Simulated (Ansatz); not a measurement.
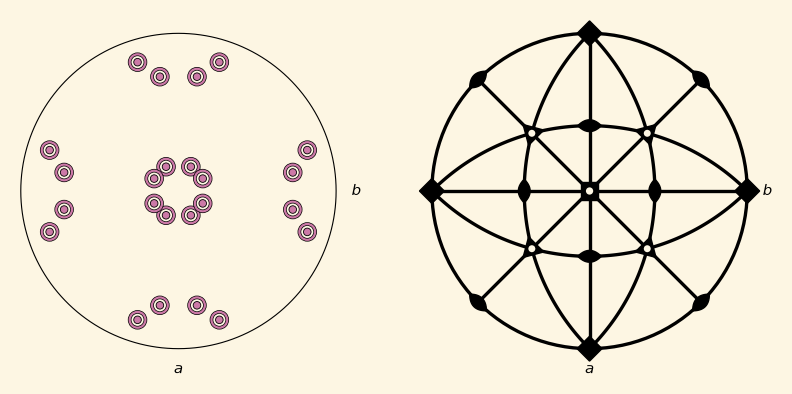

Stereographic projection: filled dots lie in the upper hemisphere, open rings in the lower; heavy lines are mirror planes (a heavy rim: a mirror in the plane of the page); lens, triangle, square and hexagon are 2-, 3-, 4- and 6-fold axes, a lens in an open square is −4, a triangle in an open hexagon −6; thin dashed diameters join the ends of axes that lie in the page; a small open circle marks inversion. The c axis points at the viewer. Left: one general form; right: the symmetry elements. Computed from the symmetry operations of a computed or model structure of composition Ca3H4, which need not be its known form.

**Identify the point group and its elements.**

m-3m (Oh), order 48, cubic system: three fourfold axes, four threefold axes, six twofold axes, nine mirror planes, an inversion centre.

**Which physical properties does it allow?**

It is centrosymmetric, so neither piezoelectric nor pyroelectric; it is not chiral.
